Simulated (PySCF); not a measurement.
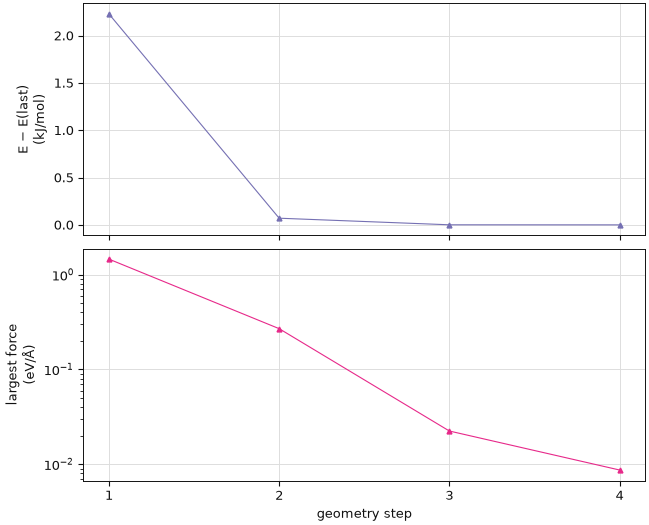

History of a geometry optimisation.

The run: HCO, multiplicity 2, by PySCF 2.14.0, density fitting, PBE0-D3(BJ)/def2-SVP, geometry optimisation.

Q: How did it end, and what did it gain?

A: The optimisation met its thresholds at geometry 4, counting the start as the first. The energy fell by about 2.2 kJ/mol from the first step to the last. The largest force goes from about 1.5 eV/Å at the start to 9 × 10⁻³ eV/Å at the end.
